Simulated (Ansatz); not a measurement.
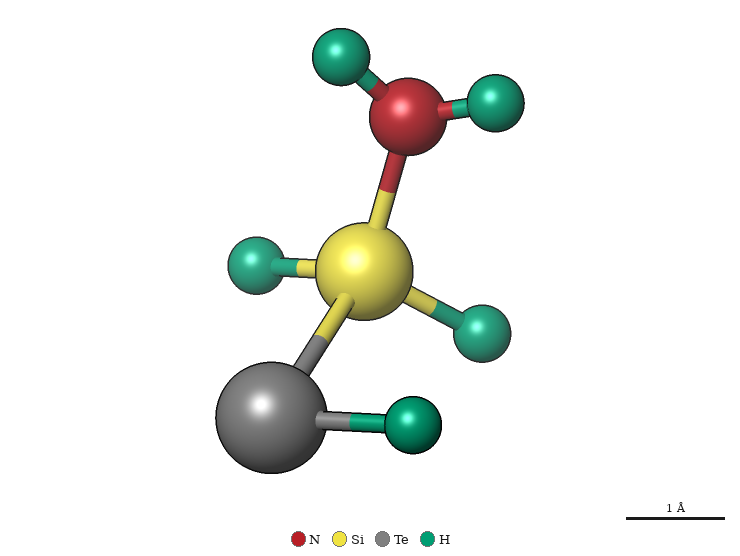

Rendered structure (ball-and-stick style). Every bond is drawn as one stick, whatever its order.

Description:

It has 8 atoms: 5 hydrogen, 1 nitrogen, 1 silicon and 1 tellurium (H5NSiTe). Its SMILES string is `N[SiH2][TeH]`. It has no ring. Among its groups: Si–H bond, Si–N bond. This geometry has C1 symmetry. Coordination, clear cases only: 1 Si tetrahedral; 1 Te bent.

More results for the same structure follow; atom numbers are the same in all pictures, views and colours differ. The geometry was computed by an optimisation with PBE0-D4/def2-TZVP.

## Shape

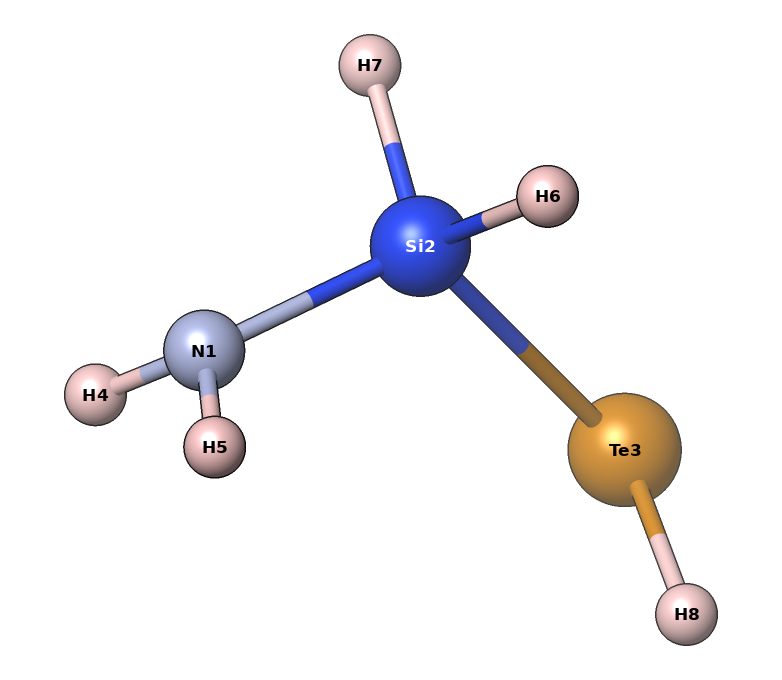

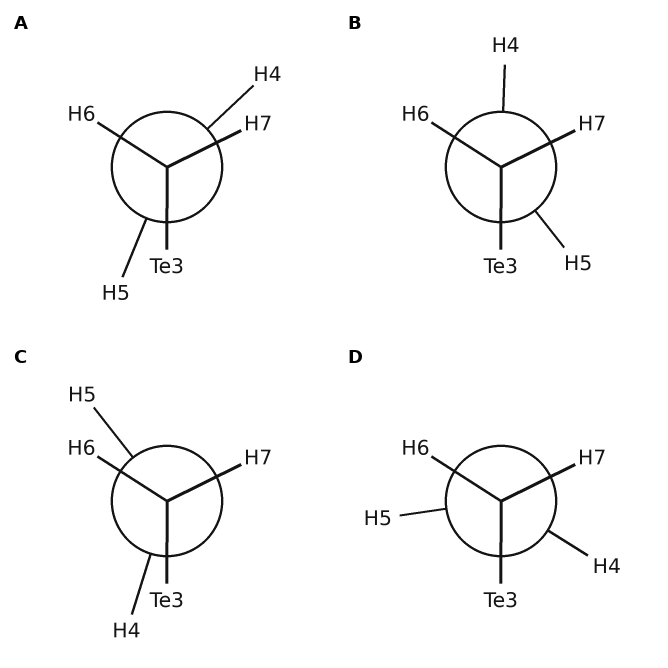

Atoms fade into the background with distance from the viewer. Bonds that would overlap in a projection are set slightly apart.

Which Newman projection shows the view along Si2–N1, with Si2 in front?

Answer. D. The torsion angle Te3–Si2–N1–H4 is −58°, synclinal (gauche).

## Vibrations

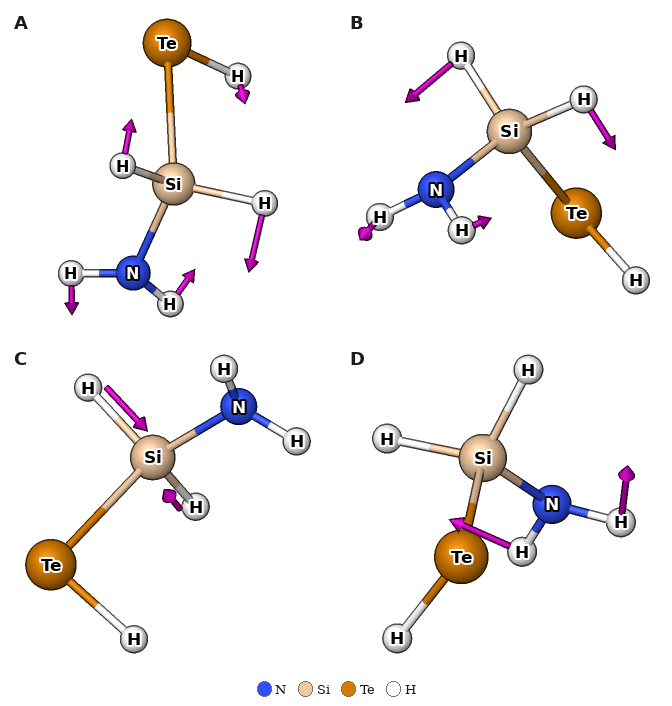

4 normal modes of one molecule or complex, as arrows. Harmonic vibrations computed with RKS PBE0-D4/def2-TZVP, core potentials on Te (Ansatz 0.2.0) at a stationary point of the same level.

Match the panels to the wavenumbers 733 cm⁻¹, 907 cm⁻¹, 1585 cm⁻¹, 2232 cm⁻¹.

Answer. A: 733 cm⁻¹, angle bending
B: 907 cm⁻¹, angle bending
C: 2232 cm⁻¹, in-phase stretching of 2 Si–H bonds
D: 1585 cm⁻¹, H–N–H bending

## Charges

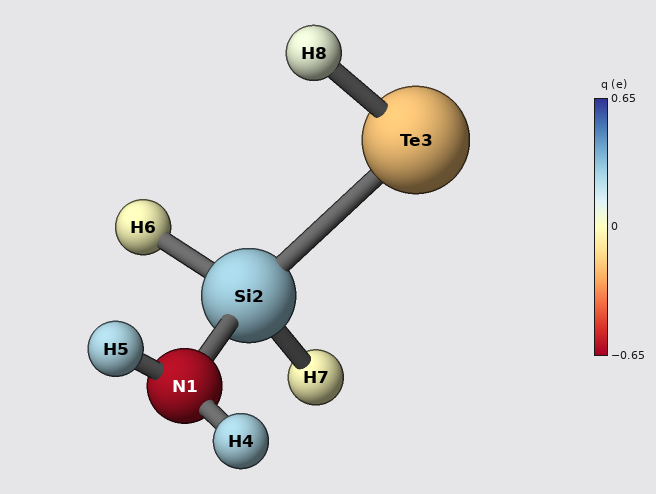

Atoms are coloured by their Mulliken charges. Properties computed with RKS PBE0-D4/def2-TZVP, core potentials on Te (Ansatz 0.2.0).

List the Mulliken charges.

```csv
atom,value (e)
N1,−0.60
Si2,0.26
Te3,−0.19
H4,0.24
H5,0.24
H6,−0.01
H7,−0.01
H8,0.06
```

## Dipole moment

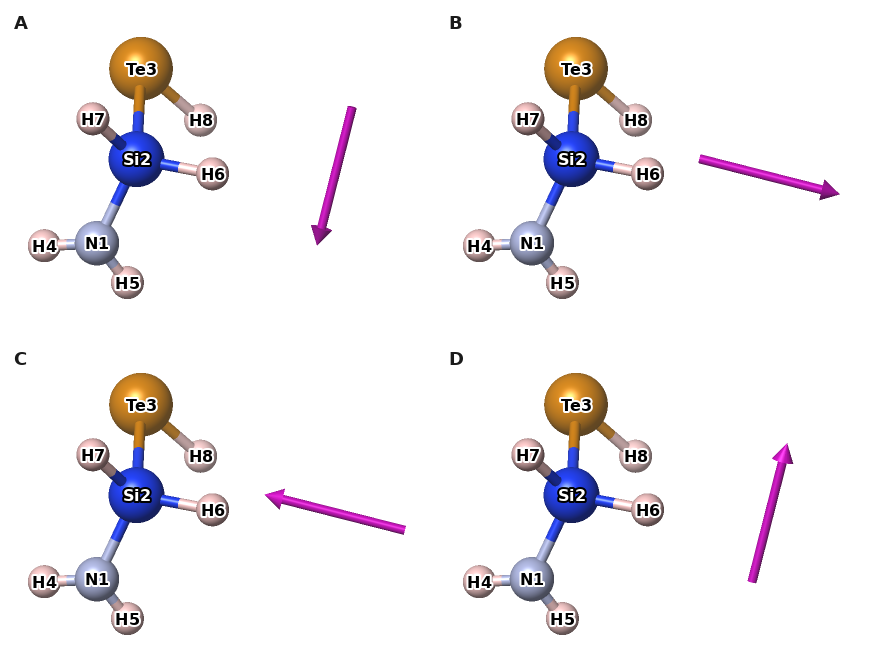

The same molecule four times, each with an arrow. Level of theory: RKS r2SCAN-D4/def2-TZVPP, core potentials on Te (Ansatz 0.2.0).

Which arrow points along the dipole moment, from the negative to the positive end?

Answer. A. The dipole moment is 1.79 D; it points from the side of Te3 to the side of H5 (the outermost atoms at the two ends).

Mulliken values depend strongly on the basis set and can even reverse the polarity of a bond.
